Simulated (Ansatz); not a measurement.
# Lattice dynamics of HfC (Fm-3m), part 2 of 2

Task: relax HfC (Fm-3m), then find its harmonic phonons.

Ansatz 0.2.0; DFT PBEsol, scalar-relativistic, plane waves, PAW; PAW set soft_1.

So far. Step 3 (Relaxing to small forces for the phonons): The forces vanish by symmetry and the pressure is 0.000 GPa, within the tolerances set. The cell now holds 12.22 Å³/atom. The relaxed cell has a = 4.607 Å (conventional setting).

The database entry behind the starting cell differs from later determinations by our own check (about 0.2 % long), so it need not match the best structure at ambient conditions.

## 4. Zone-centre response

The zone centre comes first: it holds the modes that light can see, as far as symmetry allows. No field response is asked, since the mesh shows no gap.

input.yaml reads:

```yaml
crystal:
  lattice:
    - [0.0, 2.3035800805, 2.3035800805]
    - [2.3035800805, 0.0, 2.3035800805]
    - [2.3035800805, 2.3035800805, 0.0]
  atoms:
    - { symbol: Hf, position: [0.5, 0.5, 0.5] }
    - { symbol: C, position: [0.0, 0.0, 0.0] }
kpoints:
  mp_grid: { grid: [16, 16, 16] }
hamiltonian:
  xc: pbesol
  pseudopotentials: { kind: paw, azcp: { folder: soft_1 }, xc_functional: pbe }
scf:
  occupations: { method: methfessel_paxton, width: 0.2 }
output:
  eigenvalues: true
phonons:
  method: dfpt
```

On the command line:

```
> ansatz run input.yaml --threads 4 --pin off --max-ram 10240MiB --backend cpu --events-out ev --progress --plain --runs-dir out
```

Numbers of over 12 decimals in the logs are rounded to 6 here.

Output:

```text
[...]
Crystal: 2 atoms, lattice volume = 24.448 Å³
Basis set: ecut = 420 eV, 531 PW (Γ), exchange–correlation on 48×48×48 points (8 copies of the dense FFT grid, shifted against one another)
Bands: 19, of which v1, the nominal top of the filled ones, is band 15 counted from 1 (14 counted from 0)
Symmetry: 48 space group operations
k-points: 349 of 4096 (irreducible under 8 space group operations, time reversal used)
[...]
SCF iter   1: F=—  HF=-15848.059575 eV  |F-HF|=—  |Δ(HF+E_count)|=         —  Δρ=8.68e-2  dr2=2.49e0  ethr=3.10e-3  ⟨swp⟩=4.8  Hψ=28556  notcnv=0
[...]
SCF iter  11: F=-15847.482024 eV  HF=-15847.482024 eV  |F-HF|=3.64e-12  |Δ(HF+E_count)|=  3.64e-12  S|Δr|=    0.00e0  Δρ=5.04e-8  dr2=3.45e-13  ethr=1.00e-12  ⟨swp⟩=7.8  Hψ=39181  notcnv=0
SCF 1 converged in 11 iterations: F = -15847.482024 eV  dr2 = 3.45e-13
[...]
DFPT response loops at Γ: preconditioner auto → Kerker (q_TF=auto, 2.823 Å⁻¹) (partly filled bands, converged f_vac=0.000); β = 1.00, the filter's whole step (`scf.mixing.beta` (0.50) is not read by the response loops under this deck's `scf.mixing.preconditioner`; to damp them name `kerker` or `kerker_dos`, under which they read `scf.mixing.beta`, and type it under 1.00, their step now; both keys bind the ground state too); Broyden in place of MSR1
SCF converged after 11 iterations
[...]
Free energy (F): -15847.482024 eV
[...]
Internal energy: -15847.481152 eV  (E = F + TS)
E sigma→0 (E₀):  -15847.481806 eV
Entropy (-TS):   -0.000872 eV (-0.436 meV/atom)
Fermi energy:    18.986592 eV
[...]
--- Band table (eV; the first three rows and the last of 349) ---
  k-point 0: bands = [... 11 lower, 8.1600, 20.0866, 20.0866, 20.0866, 20.3109, 20.3109, 20.3109, 22.4061]
  k-point 1: bands = [... 11 lower, 8.1601, 19.2644, 19.5206, 19.5206, 20.5588, 20.5588, 20.8876, 22.9341]
  k-point 2: bands = [... 11 lower, 8.1604, 18.1863, 18.6822, 18.6822, 20.9026, 20.9026, 21.3310, 24.0446]
  k-point 348: bands = [... 11 lower, 9.3795, 15.9305, 16.2262, 16.2262, 22.7171, 22.7171, 25.9108, 26.2530]
--- Phonons (Γ-DFPT): 2 representative perturbations + reference, on 349 of 4096 k-points (Σ response iterations 7) ---
  k mesh reduced under 8 symmetry operations, with k and −k counted as one. Each operation leaves every solved perturbation unchanged. A smaller set is not used because it would not reduce the number of displacements times k-points to solve
  ASR residual: 1.771e-5 → 0.000e0 eV/Å²; symmetrization residual: 6.003e-7 eV/Å²
  ASR residual per site (eV/Å²): 1.77e-5 1.25e-5
  Γ frequencies (cm⁻¹): 0.00 0.00 0.00 452.57 452.57 452.57
  non-analytic LO–TO correction: not included (Born effective charges unavailable; polar crystals: no LO–TO splitting at Γ)
```

It took 12 s on 4 threads of Arm Neoverse V2, shared host; peak memory 0.78 GiB; 45 s of CPU time.

In the SCF lines HF is the Harris–Foulkes energy and dr2 the Hartree energy of the density residual, in eV; the loop may stop once dr2 is under the threshold and the program's other checks hold. Hψ counts applications of the Hamiltonian.

This step gave:

```yaml
sum_rule_residual_before_enforcement: 1.77e-5 eV/Å²
point_group: m-3m
highest_optical_mode_at_the_zone_centre_no_lo_to_term: 452.6 cm⁻¹
lowest_optical_zone_centre_mode: 452.6 cm⁻¹
```

Patterns of degenerate modes are one choice out of their space. The modes at Γ (shares of kinetic energy by element, %):

```csv
mode,frequency (cm⁻¹),symmetry,Hf %,C %
1,0.0,acoustic,94,6
2,0.0,acoustic,94,6
3,0.0,acoustic,94,6
4,452.6,T1u,6,94
5,452.6,T1u,6,94
6,452.6,T1u,6,94
```

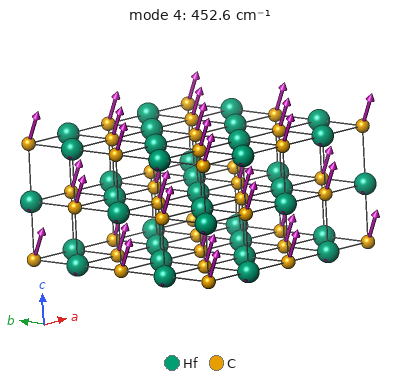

Displacement patterns of mode 4 at Γ; arrows are exaggerated. 2×2×1 conventional cells are drawn. Some periodic images of atoms are drawn too.

Before it was imposed, the acoustic sum rule was missed by 1.8e-5 eV/Å². Small misses are needed for a sound result but don't prove that mesh and cutoff are converged. The lowest optical mode is real, 453 cm⁻¹.

## 5. Response at finite wavevector

Stability and thermal properties need the whole zone. Linear response on a 4×4×4 q mesh gives force constants as far as a supercell of that size would.

input.yaml, as its differences from that of step 4:

```diff
@@ -19 +19,8 @@
   method: dfpt
+  qmesh: [4, 4, 4]
+  temperatures: { t_max: 1000, t_step: 50 }
+  qpath:
+    path:
+      - [[0.0, 0.0, 0.0], [0.5, 0.0, 0.5], [0.625, 0.25, 0.625]]
+      - [[0.375, 0.375, 0.75], [0.0, 0.0, 0.0], [0.5, 0.5, 0.5], [0.5, 0.25, 0.75], [0.5, 0.0, 0.5]]
+    npoints: 10
```

Output:

```text
[...]
Crystal: 2 atoms, lattice volume = 24.448 Å³
Basis set: ecut = 420 eV, 531 PW (Γ), exchange–correlation on 48×48×48 points (8 copies of the dense FFT grid, shifted against one another)
Bands: 19, of which v1, the nominal top of the filled ones, is band 15 counted from 1 (14 counted from 0)
Symmetry: 48 space group operations
k-points: 145 of 4096
[...]
SCF iter   1: F=—  HF=-15848.059602 eV  |F-HF|=—  |Δ(HF+E_count)|=         —  Δρ=8.68e-2  dr2=2.49e0  ethr=3.10e-3  ⟨swp⟩=4.8  Hψ=11932  notcnv=0
[...]
SCF iter  11: F=-15847.482024 eV  HF=-15847.482024 eV  |F-HF|=5.46e-12  |Δ(HF+E_count)|=  1.82e-12  S|Δr|=    0.00e0  Δρ=4.75e-8  dr2=3.30e-13  ethr=1.00e-12  ⟨swp⟩=7.9  Hψ=16355  notcnv=0
SCF 1 converged in 11 iterations: F = -15847.482024 eV  dr2 = 3.30e-13
[...]
SCF iter   1: F=—  HF=-15847.482024 eV  |F-HF|=—  |Δ(HF+E_count)|=         —  Δρ=8.16e-8  dr2=7.06e-13  ethr=1.30e-9  ⟨swp⟩=5.8  Hψ=25705  notcnv=0
eigensolver tolerance schedule: the retry pair's looser diagonalisation over-reported the residual by 551750.05 of it (diagonalisation noise at 0.30 of the residual, at the tolerance the schedule requests for it); recorded, not acted on — ethr = c·dr2/N_el stays at c = 1.0e-1
[...]
SCF iter   2: F=-15847.482024 eV  HF=-15847.482024 eV  |F-HF|=0.00e0  |Δ(HF+E_count)|=   1.15e-7  S|Δr|=    0.00e0  Δρ=6.96e-8  dr2=4.44e-13  ethr=1.00e-12  ⟨swp⟩=9.1  Hψ=15995  notcnv=0
SCF 2 converged in 2 iterations: F = -15847.482024 eV  dr2 = 4.44e-13
phonons: the bands overlap, so this run is a metal and interpolates without the dipole-dipole term. If the crystal is really an insulator or semiconductor, its LO-TO splitting is missing
NSCF: frozen V_eff on 145 k-points
[...]
DFPT response loops at q = (0, 0, 0) (fractional): preconditioner auto → Kerker (q_TF=auto, 2.823 Å⁻¹) (partly filled bands, converged f_vac=0.000); β = 1.00, the filter's whole step (`scf.mixing.beta` (0.50) is not read by the response loops under this deck's `scf.mixing.preconditioner`; to damp them name `kerker` or `kerker_dos`, under which they read `scf.mixing.beta`, and type it under 1.00, their step now; both keys bind the ground state too); Broyden in place of MSR1
[...]
SCF converged after 11 iterations
[...]
Free energy (F): -15847.482024 eV
[...]
Internal energy: -15847.481152 eV  (E = F + TS)
E sigma→0 (E₀):  -15847.481806 eV
Entropy (-TS):   -0.000872 eV (-0.436 meV/atom)
Fermi energy:    18.986592 eV
[...]
--- Band table (eV; the first three rows and the last of 145) ---
  k-point 0: bands = [... 11 lower, 8.1600, 20.0866, 20.0866, 20.0866, 20.3109, 20.3109, 20.3109, 22.4061]
  k-point 1: bands = [... 11 lower, 8.1601, 19.2644, 19.5206, 19.5206, 20.5588, 20.5588, 20.8876, 22.9341]
  k-point 2: bands = [... 11 lower, 8.1604, 18.1863, 18.6822, 18.6822, 20.9026, 20.9026, 21.3310, 24.0446]
  k-point 144: bands = [... 11 lower, 9.3795, 15.9305, 16.2262, 16.2262, 22.7171, 22.7171, 25.9108, 26.2530]
--- Phonons (Γ-DFPT): 2 representative perturbations + reference (Σ response iterations 6) ---
  ASR residual: 2.280e-5 → 0.000e0 eV/Å²; symmetrization residual: 7.306e-7 eV/Å²
  ASR residual per site (eV/Å²): 2.28e-5 1.21e-5
  Γ frequencies (cm⁻¹): 0.00 0.00 0.00 452.57 452.57 452.57
--- Phonons (arbitrary-q DFPT): 8 irreducible q on the 4×4×4 mesh ---
  q = [0.0000, 0.0000, 0.0000] (star 1, of the zone-centre solve; hermiticity 1.72e-7, symmetrization 2.28e-12): -0.00 0.00 0.00 452.57 452.57 452.57
  q = [0.0000, 0.0000, 0.2500] (star 8, 2 solved perturbations on 2176 of 4096 k-point pairs; hermiticity 6.19e-8, symmetrization 5.46e-13): 104.01 104.01 167.80 504.43 504.43 620.18
[...]
q = [0.0000, 0.2500, 0.2500] (star 6, 4 solved perturbations in 3616 linear systems a pass and spin channel, the states on 1160 of 4096 k-point pairs; hermiticity 1.02e-7, symmetrization 3.63e-13): 112.76 112.76 164.60 478.42 478.42 625.02
[...]
sum rule: each row above includes the acoustic sum rule's correction from the zone centre's row sums; it moved no ω² by more than (0.52 cm⁻¹)²
  mesh force constants: q→R imaginary residual 6.32e-19; ASR residual 2.280e-5 → 0.000e0 eV/Å²; symmetrization residual 1.066e-14 eV/Å²
  interpolated dispersion: 62 rows × 6 modes
  density of states and harmonic sums: on the 24×24×24 q-mesh, interpolated from the force constants of a 4×4×4 supercell (no non-analytic term)
  largest difference from the sums on the solved wave vectors: F 1.07e-2 eV, S 1.48e-5 and C_V 4.02e-6 eV/K
  zero-point energy: 0.136024 eV/cell   skipped modes (ω ≤ 0): 3   left out of the sums: 3.62e-5 of the cell's modes: C_V's classical limit lies that fraction below 3 k_B per atom; for a crystal, a wire or a layer, F and S can be off by more, and a phonons.interpolated_qmesh denser along its periods is the remedy for the sampling
```

Run time: 6.4 min. Hardware: 4 threads; peak memory 4.9 GiB.

This step gave:

```
sum-rule residual before enforcement                       : 2.28e-5 eV/Å²
lowest frequency on the path                               : 0 cm⁻¹
highest frequency on the path or at a solved wavevector    : 696.6 cm⁻¹
mean frequency                                             : 365.7 cm⁻¹
Debye temperature (second moment)                          : 784 K
logarithmic mean frequency                                 : 297.3 cm⁻¹
lowest mode on the q mesh (acoustic modes at Γ apart)      : 104.0 cm⁻¹
zero-point energy per atom                                 : 68.01 meV
heat capacity at 300 K                                     : 18.77 J/(mol atoms K)
vibrational entropy at 300 K                               : 19.71 J/(mol atoms K)
edges of the widest gap between branches, on path and mesh : 242.6, 452.6 cm⁻¹
```

Frequencies (cm⁻¹) solved at each irreducible wavevector; negative means imaginary. Frequencies by wavevector, by row:

```csv
q in reciprocal lattice units,star,mode 1,mode 2,mode 3,mode 4,mode 5,mode 6
0 0 0,1,0,0,0,452.6,452.6,452.6
0 0 0.25,8,104,104,167.8,504.4,504.4,620.2
0 0 -0.5,4,137.5,137.5,242.6,559.5,559.5,696.6
0 0.25 0.25,6,112.8,112.8,164.6,478.4,478.4,625
0 0.25 -0.5,24,147.5,164.6,208.9,532.1,580.4,634.7
0 0.25 -0.25,12,135.5,150.6,209.1,541.8,567.8,664.2
0 -0.5 -0.5,3,154.3,154.3,197.5,503.7,503.7,582.9
0.25 -0.5 -0.25,6,179.8,179.8,183.6,562.3,562.3,627.5
```

Interpolated from a 4×4×4 q mesh. Phonon branches along the path, in cm⁻¹:

```csv
point,branch 1,branch 2,branch 3,branch 4,branch 5,branch 6
Γ,0,0,0,453,453,453
X,154,154,198,504,504,583
U,154,188,194,539,576,619
jump to K,154,188,194,539,576,619
Γ,0,0,0,453,453,453
L,138,138,243,560,560,697
W,180,180,184,562,562,628
X,154,154,198,504,504,583
```

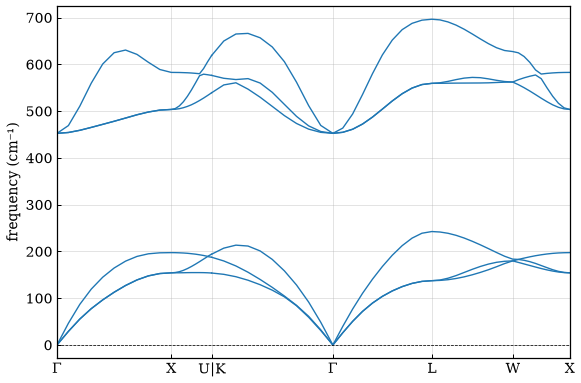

Phonon branches along the path.

The phonon density of states has structure finer than the step of the table below, so its rows give means over 50 cm⁻¹, whole bins alone (the curve runs from 5 to 695 cm⁻¹). Peaks (cm⁻¹: height): 155.0: 0.0426, 195.0: 0.0270, 575.0: 0.0327, 635.0: 0.0139.

Tetrahedra on a 24×24×24 mesh, mean over bins of 10 cm-1. Interpolated from a 4×4×4 q mesh. Table of phonon density of states by wavenumber; means over each step:

```csv
wavenumber (cm⁻¹),phonon density of states (1/cm⁻¹/cell)
50,9.8e-4
100,0.00773
150,0.0316
200,0.0179
250,0.00185
300,0
350,0
400,0
450,0.00143
500,0.0112
550,0.0249
600,0.00881
650,0.0118
```

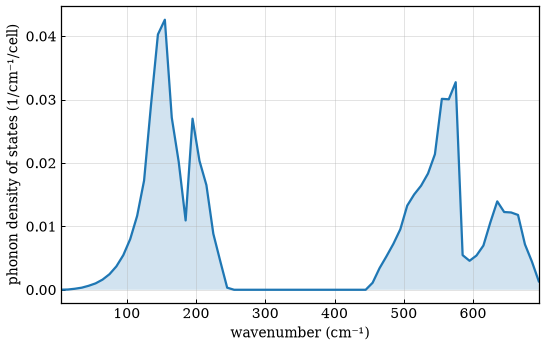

Phonon density of states against wavenumber.

The partial phonon density of states has structure finer than the step of the table below, so its rows give means over 50 cm⁻¹, whole bins alone (the curve runs from -10 to 727 cm⁻¹). Peaks (cm⁻¹: height): C 569.5: 0.0333, 634.4: 0.0135; Hf 152.3: 0.0417, 198.6: 0.0243.

Phonopy on the run's constants, 21x21x21 mesh, Gaussian sigma 5.3 cm-1. Interpolated from a 4×4×4 q mesh. Table of partial phonon density of states by wavenumber; means over each step; values in 1/cm⁻¹/cell:

```csv
wavenumber (cm⁻¹),C,Hf
50,4.7e-5,9.6e-4
100,1.6e-4,0.00764
150,1.4e-4,0.0312
200,4.7e-5,0.0178
250,1.8e-6,0.00197
300,0,0
350,0,0
400,0,0
450,0.00144,6.3e-5
500,0.0110,1.6e-4
550,0.0245,9.6e-5
600,0.00899,3.5e-5
650,0.0116,4.4e-5
700,0.00198,4.1e-6
```

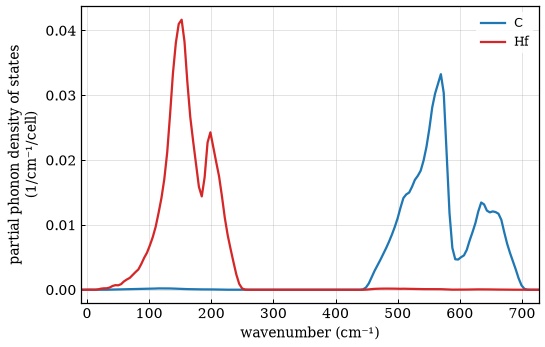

Partial phonon density of states against wavenumber.

Second derivatives of the energy by pair, one row for each kind of neighbour of each atom listed. Each entry sums the pair over the periodic images of the supercell that the q mesh stands for, and in a polar crystal it holds the long-range dipole part too. Force constants by pair, by row:

```csv
atom,neighbour,distance (Å),third of the trace (eV/Å²),along the pair's line (eV/Å²)
Hf1,itself,0,18.93,–
Hf1,C,2.304,-1.485,-1.75
Hf1,Hf,3.258,-0.7757,-3.211
Hf1,C,3.99,-0.1349,-0.2767
Hf1,Hf,4.607,-0.3958,-1.221
Hf1,C,5.151,0.088,0.3137
Hf1,Hf,5.643,0.0629,0.1468
Hf1,Hf,6.516,0.0023,-0.2068
Hf1,C,6.911,-0.029,-0.0406
C2,itself,0,14.47,–
C2,Hf,2.304,-1.485,-1.75
C2,C,3.258,-0.2825,-1.124
C2,Hf,3.99,-0.1349,-0.2767
C2,C,4.607,-0.418,-1.188
C2,Hf,5.151,0.088,0.3137
C2,C,5.643,0.0252,0.0315
C2,C,6.516,-0.0853,-0.37
C2,Hf,6.911,-0.029,-0.0406
```

Harmonic thermodynamic functions per atom, from the density of states. Interpolated from a 4×4×4 q mesh. Thermodynamic functions, by row:

```csv
T (K),F_vib (meV/atom),S (J/mol-atom/K),C_V (J/mol-atom/K)
0,68.01,0,0
50,67.89,1.032,3.059
100,66.38,4.972,8.406
200,57.03,12.89,14.77
300,40.04,19.71,18.77
400,16.56,25.44,20.98
500,-12.39,30.27,22.24
600,-45.95,34.4,22.99
700,-83.51,37.98,23.48
800,-124.5,41.14,23.8
900,-168.7,43.96,24.03
1000,-215.6,46.5,24.2
```

Harmonic mean-square displacement, third of the trace. Interpolated from a 4×4×4 q mesh. Mean square displacements, by row:

```csv
T (K),Hf1 U_eq (Å²),C2 U_eq (Å²)
0,6.30e-4,0.00255
100,8.50e-4,0.00263
300,0.00201,0.00327
600,0.00391,0.00507
```

Symmetry leaves 8 wavevectors to solve. The lowest mode among them, the acoustic zeros apart, lies at q = (0, 0, 0.25) and is real, 104 cm⁻¹.

## 6. Isotope substitution, element C, natural mass 12.011 amu

An isotope changes the mass and not the force constants, so no new electronic calculation is needed; the shifts show which modes move this element.

The same force constants with the mass of C changed from 12.011 to 13.003 u (phonopy, no LO-TO term). Both lists are sorted by frequency; levels can cross, so a row need not hold one and the same mode. Modes under 3 cm⁻¹ are left out. Isotope shifts, by row:

```csv
q,rank,natural mass (cm⁻¹),changed mass (cm⁻¹)
0 0 0,4,452.6,436.1
0 0 0,5,452.6,436.1
0 0 0,6,452.6,436.1
0 0 0.25,1,104,103.9
0 0 0.25,2,104,103.9
0 0 0.25,3,167.8,167.7
0 0 0.25,4,504.4,485.2
0 0 0.25,5,504.4,485.2
0 0 0.25,6,620.2,596.5
0 0 -0.5,1,137.5,137.5
0 0 -0.5,2,137.5,137.5
0 0 -0.5,3,242.6,242.6
0 0 -0.5,4,559.5,537.8
0 0 -0.5,5,559.5,537.8
0 0 -0.5,6,696.6,669.5
0 0.25 0.25,1,112.8,112.7
0 0.25 0.25,2,112.8,112.7
0 0.25 0.25,3,164.6,164.5
0 0.25 0.25,4,478.4,460.2
0 0.25 0.25,5,478.4,460.2
0 0.25 0.25,6,625,601
```

A mode of this element alone would shift by -3.89 %. The highest zone-centre frequency without the field goes from 452.6 to 436.1 cm⁻¹ (-3.6 %). The product of the frequency ratios over all optical modes at Γ is 0.895; the product rule, (m/m′)^(3k/2) (M′/M)^(3/2) with k = 1 such atoms and M the mass of the cell, gives 0.895.

## 7. Another isotope, element Hf, natural mass 178.486 amu

The same for Hf, from 178.49 to 173.94 u.

A mode of this element alone would shift by +1.30 %. The highest zone-centre frequency without the field goes from 452.6 to 452.9 cm⁻¹ (+0.1 %). The product of the frequency ratios over all optical modes at Γ is 1.002; the product rule, (m/m′)^(3k/2) (M′/M)^(3/2) with k = 1 such atoms and M the mass of the cell, gives 1.002.

## 8. What came out

```json
{"space group after relaxation (within 0.01 Å)": "Fm-3m", "volume per atom": "12.2 Å³", "electronic character": "no gap on this mesh", "highest optical mode at the zone centre (no LO-TO term)": "453 cm⁻¹", "lowest optical zone-centre mode": "453 cm⁻¹", "lowest mode on the q mesh (acoustic modes at Γ apart)": "104 cm⁻¹", "highest frequency on the path or at a solved wavevector": "697 cm⁻¹", "zero-point energy per atom": "68.0 meV", "heat capacity at 300 K": "18.8 J/(mol atoms K)", "vibrational entropy at 300 K": "19.7 J/(mol atoms K)", "Debye temperature (second moment)": "784 K", "imaginary modes on the 4×4×4 q mesh": "none"}
```

**Reading.** The structure is a minimum as far as tested: no mode is imaginary at the 8 irreducible wavevectors of the 4×4×4 mesh, and the softest away from the acoustic zeros lies at 104 cm⁻¹. The optical modes at Γ form one degenerate level at 453 cm⁻¹. The highest mode in this list at Γ, 452.6 cm⁻¹, is mostly motion of C (94 % of the kinetic energy). On the path and the mesh, the widest gap between branches runs from 243 to 453 cm⁻¹. With no gap, or one that is small against the smearing, the frequencies hang on the k mesh and the smearing, most of all near Kohn anomalies. Spin-orbit coupling is left out, which can matter for the heavy elements here. The PAW files were made for PBE and serve the other functionals too. These are harmonic frequencies at zero temperature: anharmonic shifts, linewidths and thermal expansion are left out.

[Logs are printed without paths, hosts, clocks, repeated set-up lines and the standing remarks that a program may print on its own settings, such as how far it seeks lower states.]

[Hosts, paths, dates, database ids (printed as entryN), source tags and the programs' standing remarks are cut or masked in the printed files.]
